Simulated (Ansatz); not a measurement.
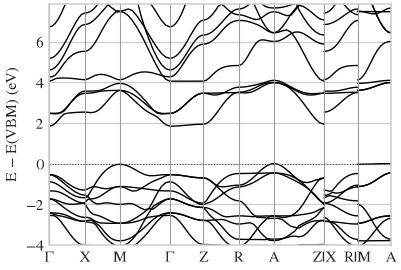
Band structure from the program Ansatz at the PBE level (PAW)

Problem. Read off the gap and where the band edges lie.

Solution. About 1.8 eV (1.84 eV by a search for the band edges); maximum at A, minimum at Γ.

The material is BaTiO3 in space group P4mm (No. 99; Ti on 1b, Ba on 1a, O on 1b, O on 2c).

The PBE relaxation kept the symmetry of its start. The run is not spin-polarised. Spin–orbit coupling is left out wherever it is not named.

Potentials: the later of the program's two PAW sets.
